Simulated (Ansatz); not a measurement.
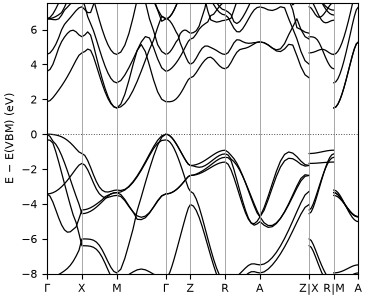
Band structure from plane-wave PAW PBE (Ansatz code)

Q: Read off the gap and where the band edges lie.

A: About 1.5 eV (1.50 eV by a search for the band edges); maximum at Γ, minimum at M.

Q: Which of these materials gives this?
A) SiGeC2, P-4m2 (Si on 1a, C on 2g, Ge on 1c)
B) Si3Ge, P-4m2 (Si on 2g, Si on 1a, Ge on 1c)
C) BaTiO3, P4mm (Ba on 1b, Ti on 1a, O on 2c, O on 1a)
D) AlGaAs2, P-4m2 (Pearson symbol tP8)

A: A, SiGeC2, P-4m2 (Si on 1a, C on 2g, Ge on 1c)

The start of the workflow was typed in or built on a structure type; neither database checked (COD, Materials Project) lists it. Whether it is the stable phase at ambient conditions was not checked. The PBE relaxation kept the symmetry of its start; whether a distortion lowers the energy is not shown. Spin–orbit coupling is left out wherever it is not named.

Potentials: the earlier of the program's two PAW sets.
